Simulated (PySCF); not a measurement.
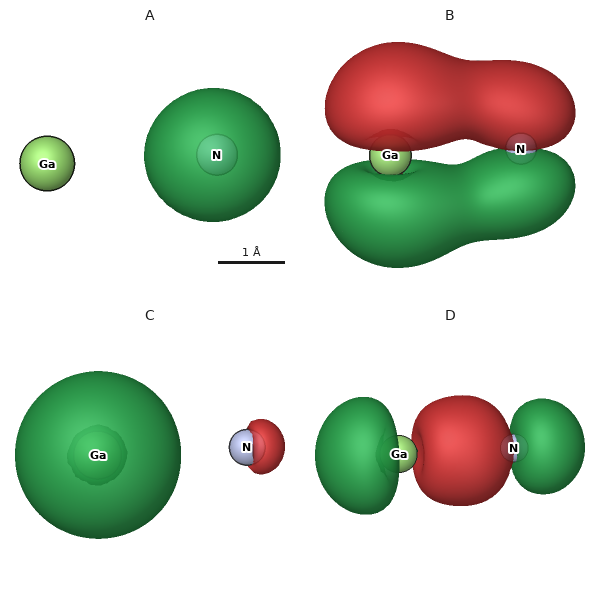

Figure 1: GaN (charge +1, quartet). Four frontier β-spin orbitals, each drawn at the value that holds 80 % of its norm (green and red are the two phases), in no order; of a degenerate pair one member is drawn.

Theory: PySCF, PBE0/pcseg-1, non-relativistic, at a bond length of 2.684 Å.

### Label each orbital by symmetry, say whether it is occupied, and order them by energy.

Orbital A: σ, occupied in this spin, −22.86 eV; almost wholly on N.
Orbital C: σ, occupied in this spin, −16.56 eV; mainly on Ga (95 %).
Orbital D: σ, empty in this spin, −9.22 eV; shared between the atoms (Ga 45 %, N 55 %).
Orbital B: π, empty in this spin, −8.49 eV; bonding, with no node between the atoms.
